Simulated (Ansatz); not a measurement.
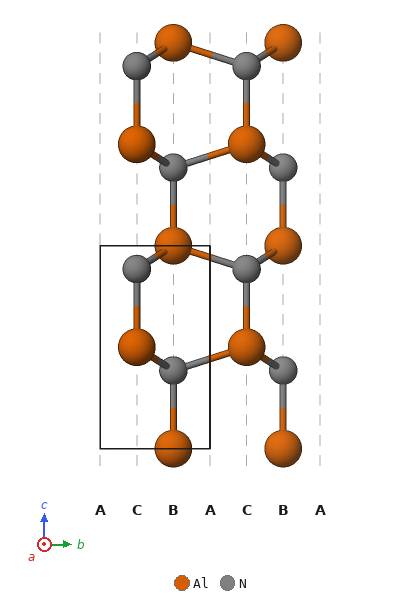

The picture looks along a close-packed row of the hexagonal mesh; c points upwards. The dashed lines mark the three columns A (0, 0), B (1/3, 2/3) and C (2/3, 1/3). The sequence starts with the first layer at or above the cell's origin.

The compound is AlN, taken as a calculation's input that goes back to an entry of the Crystallography Open Database (an earlier step may have relaxed or displaced it).

**Give the sequence of layers in one repeat, with element and column.**

Al(B) – N(B) – Al(C) – N(C) (four layers in 4.98 Å).

**How are the N layers alone stacked?**

N layers alone: BC, the hexagonal close-packed type.

**Which positions between or in the N layers do the other atoms fill?**

Al: two tetrahedral sites in each hexagonal cell.

**What short polytype symbol fits?**

Polytype symbol 2H, the symbol of a tetrahedral polytype (number of double layers in the repeat and lattice).
